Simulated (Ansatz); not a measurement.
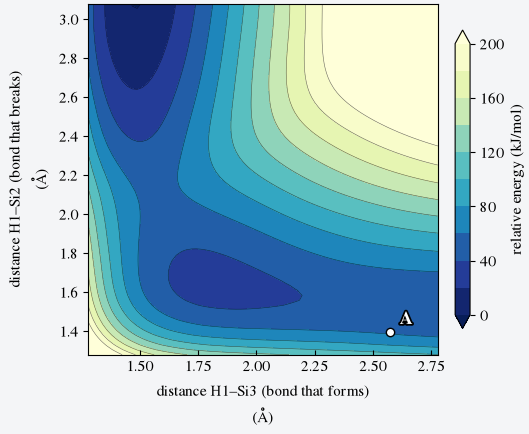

The reacting system H₆Si₃ (one molecule; an intramolecular 1,2-shift). First axis: distance H1–Si3 (bond that forms). Second axis: distance H1–Si2 (bond that breaks). Relaxed at each point: all other coordinates. The grid has 10 × 10 points. Points are written as (first, second). All energies are given in kJ/mol relative to the lowest grid point. The reference is spin-restricted, so regions where a bond is pulled apart into radicals lie too high. All numbers below come from RKS PBE0-D4/def2-SVP in Ansatz 0.2.0.

The picture shows filled contours, one colour for all values above the top of the scale, the point A. Between grid points the surface is interpolated.

Is A at rest? If not, where is it pushed?

A, at (2.573 Å, 1.393 Å), is not a stationary point. The computed force is 19 kJ/mol for each Å towards larger values of the first coordinate and 260 kJ/mol for each Å towards larger values of the second coordinate.
